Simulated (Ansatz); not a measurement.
Frequency calculation, with input and output: C2H5AlO

The run: frequency calculation of C2H5AlO, SMILES [CH3][Al]1[CH2][O]1. Method and program: HF/6-31G*, RHF (Ansatz 0.2.0).

The geometry was optimised with HF/6-31G*. Figures and captions count atoms from 1; the log counts them from 0 in places.

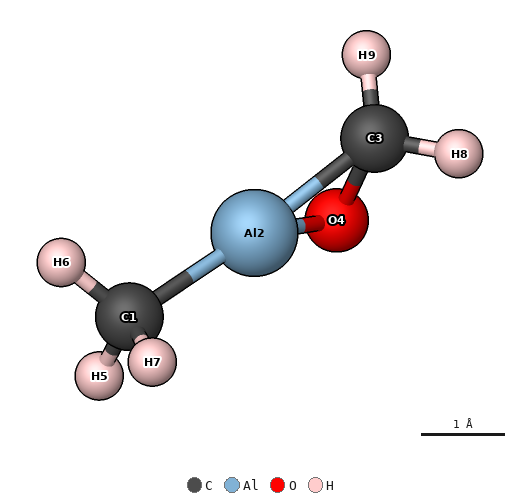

Figure 1. The input geometry (ball-and-stick view, seen at an oblique angle; atoms are numbered from 1 in the order of the input). Sticks mark near contacts.

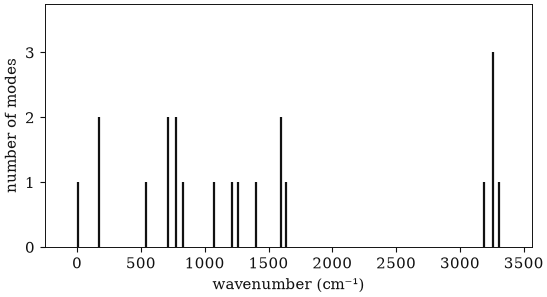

Figure 2. Harmonic vibrational wavenumbers from the force constants; neighbouring modes closer than 15 cm⁻¹ are counted in one stick. 21 modes from 10 to 3303 cm⁻¹, none imaginary.

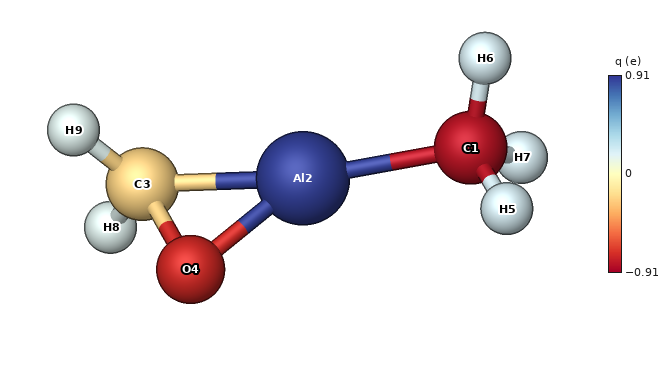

Figure 3. Mulliken charges, as the colour of each atom (ball-and-stick view, seen at a tilt; atoms are numbered from 1 in the order of the input; Mulliken charges depend strongly on the basis). By element: C −0.82 to −0.22, Al +0.87, O −0.74 and H +0.16 to +0.20 e.

The input and output of the run follow.

Input file:
```yaml
crystal:
  periodic: [false, false, false]
  atoms:
    - {symbol: C, position_ang: [-0.690297, 1.310961, -1.099891]}
    - {symbol: Al, position_ang: [0.077077, -0.092600, 0.019918]}
    - {symbol: C, position_ang: [0.612823, -1.323604, 1.348195]}
    - {symbol: O, position_ang: [1.191012, -1.373072, -0.007025]}
    - {symbol: H, position_ang: [-0.253817, 1.302540, -2.094161]}
    - {symbol: H, position_ang: [-0.522045, 2.294636, -0.669346]}
    - {symbol: H, position_ang: [-1.764719, 1.185292, -1.206236]}
    - {symbol: H, position_ang: [0.075444, -2.229869, 1.591348]}
    - {symbol: H, position_ang: [1.362921, -1.120583, 2.100097]}
basis:
  gaussian: {orbitals: "6-31G*"}
magnetization: {spin_polarized: false}
hamiltonian: {xc: hf}
phonons: {temperatures: {t_min: 298.15, t_max: 298.15, t_step: 1}}
```

Run as:
```bash
ansatz run input.yaml --threads 1 --pin off --max-ram 3480MiB --events-out events.jsonl --progress --plain --runs-dir runs
```

The program's output:
```
Functional definition: HF
  name "HF"
  exchange = exact_x
  correlation = 0
801 factors; integrals over basis functions are off by at most 4.1e-4 eV
mean field evaluation 1: about -10754.8568 eV, gradient 4.1e1 eV
mean field evaluation 2: about -10754.9042 eV, gradient 4.1e1 eV
mean field evaluation 4: about -10758.6662 eV, gradient 3.7e0 eV
mean field evaluation 8: about -10758.7193 eV, gradient 3.8e-4 eV
mean field -10758.71933680 eV, -395.3756431054 hartree, gradient 1.3e-5 eV, S^2 0.000000; 0 other end points of the search recorded, 0 dependent functions left out
the calculation of the forces begins
reference -10758.71933680 eV, -395.3756431054 hartree; 19, 19 occupied and 55, 55 virtual orbitals, 801 factors
these checks for a lower state are left out or cut short: stability, starts, cluster_reference, orbital_swaps, neighbouring_geometries, increment
801 factors; integrals over basis functions are off by at most 4.1e-4 eV
mean field evaluation 16: about -10758.7192 eV, gradient 2.0e-6 eV
mean field -10758.71917933 eV, -395.3756373185 hartree, gradient 2.1e-6 eV, S^2 0.000000; 0 other end points of the search recorded, 0 dependent functions left out
[... from here on the field's lines of each further geometry are left out, up to the last ...]
the calculation of the forces begins
reference -10758.71927340 eV, -395.3756407757 hartree; 19, 19 occupied and 55, 55 virtual orbitals, 801 factors
these checks for a lower state are left out or cut short: stability, starts, cluster_reference, orbital_swaps, neighbouring_geometries, increment
801 factors; integrals over basis functions are off by at most 4.1e-4 eV
mean field -10758.71927168 eV, -395.3756407123 hartree, gradient 1.9e-6 eV, S^2 0.000000; 0 other end points of the search recorded, 0 dependent functions left out
the calculation of the forces begins
reference -10758.71927168 eV, -395.3756407123 hartree; 19, 19 occupied and 55, 55 virtual orbitals, 801 factors
Total energy: -10758.71933680 eV, -395.3756431054 hartree
Atom 0 at    -0.690297     1.310961    -1.099891 Å, force    -0.000165    -0.000597     0.000016 eV/Å
Atom 1 at     0.077077    -0.092600     0.019918 Å, force     0.000397     0.000952     0.000456 eV/Å
Atom 2 at     0.612823    -1.323604     1.348195 Å, force    -0.000255     0.000134    -0.000067 eV/Å
Atom 3 at     1.191012    -1.373072    -0.007025 Å, force     0.000257    -0.000588    -0.000424 eV/Å
Atom 4 at    -0.253817     1.302540    -2.094161 Å, force     0.000001     0.000059    -0.000243 eV/Å
Atom 5 at    -0.522045     2.294636    -0.669346 Å, force     0.000091     0.000166     0.000133 eV/Å
Atom 6 at    -1.764719     1.185292    -1.206236 Å, force    -0.000366     0.000209    -0.000236 eV/Å
Atom 7 at     0.075444    -2.229869     1.591348 Å, force     0.000020    -0.000389     0.000071 eV/Å
Atom 8 at     1.362921    -1.120583     2.100097 Å, force     0.000019     0.000055     0.000295 eV/Å
Dipole moment:    -0.480893     0.586243    -0.061789 e Å
Vibrations: 9.78 168.14 171.08 536.74 710.58 721.62 770.85 776.94 828.76 1068.95 1217.23 1264.05 1399.29 1596.46 1596.79 1634.22 3189.84 3245.58 3257.81 3270.36 3302.71 cm⁻¹, zero-point energy 1.905499 eV
```

Key numbers:

| quantity | value |
| --- | --- |
| outcome | converged |
| total energy | −395.375643 hartree |
| basis functions | 74 |
| largest force | 0.001 eV/Å |
| zero-point energy | 0.070026 hartree |
| dipole moment | 3.65 D |
| wavenumbers, lowest and highest | 10 and 3303 cm⁻¹ |
| hardware | 1 thread of Arm Neoverse V2, 24 GiB of memory available, shared host |
| wall time | 44 s |
| peak memory | 0.12 GiB |
